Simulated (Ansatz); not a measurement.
## Mo, pressure series

Start from Mo in the bcc (W type) structure (space group Im-3m, No. 229).

Space group Im-3m (No. 229); a = 3.1607 Å, b = 3.1607 Å, c = 3.1607 Å, α = 90.00°, β = 90.00°, γ = 90.00°

```tsv
atom	site	symmetry	x	y	z
Mo	2a	m-3m	0.0000	0.0000	0.0000
```
(The calculation used a cell of 1 atom; values per cell refer to that cell.)

Cell and atoms are relaxed at each pressure.

The values are results of Ansatz (a first-principles code), PBE, PAW, cutoff 420 eV, spin-orbit coupling left out, not measurements.

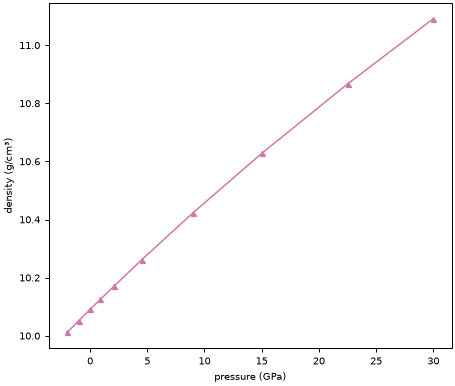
Figure: Density against pressure

```csv
pressure (GPa),density
-2,10.01 g/cm³
-1,10.05 g/cm³
0.9,10.13 g/cm³
2.1,10.17 g/cm³
4.5,10.26 g/cm³
9,10.42 g/cm³
15,10.63 g/cm³
22.5,10.87 g/cm³
30,11.09 g/cm³
```

Load acts through the strain it causes; cell and atoms are relaxed under it. No phonon test of stability was made. No other phases were tried under pressure. The final runs are not spin-polarised.
